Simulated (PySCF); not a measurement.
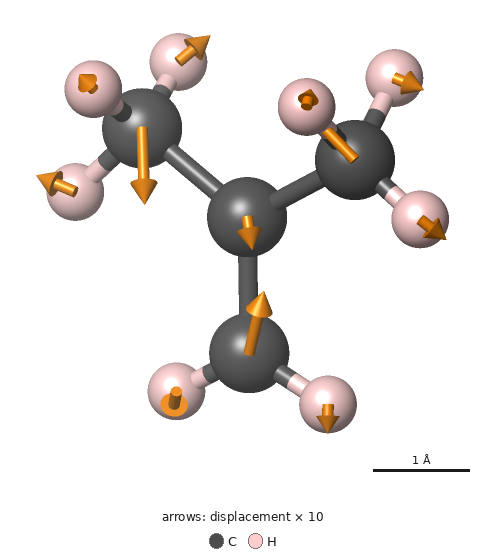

This is a relaxation of C4H8. The starting structure is drawn; orange arrows show the displacements, 10 times their true length. The two geometries are superimposed by the best rigid fit.

A ball-and-stick model, seen at a tilt.

The start comes from MMFF94s. Its atoms were then displaced at random by about 0.03 Å.

Theory: PySCF, PBE0-D3(BJ)/def2-SVP geometry optimisation, gas phase. 

Which element moves most?

Answer. Carbon: up to 0.085 Å, against 0.052 Å for hydrogen.

What did the optimiser do to the structure, and how much energy did it gain?

Answer. The energy falls by 28.9 kcal/mol in 9 geometry steps. The largest moves after the best rigid fit, 0.085 Å, are those of C atoms. Largest moves by element: C 0.085 Å, H 0.052 Å. Among the contacts that change: C–H 0.984 → 1.099 Å, C–C 1.441 → 1.338 Å, C–H 1.151 → 1.103 Å, C–H 1.064 → 1.103 Å. Bond angles that change, for instance: H–C–H 125.9° → 117.2°, C–C–H 105.1° → 112.0°, H–C–H 113.2° → 106.4°. Cost: 27 s on 1 thread of Arm Neoverse V1, with other jobs on the host.
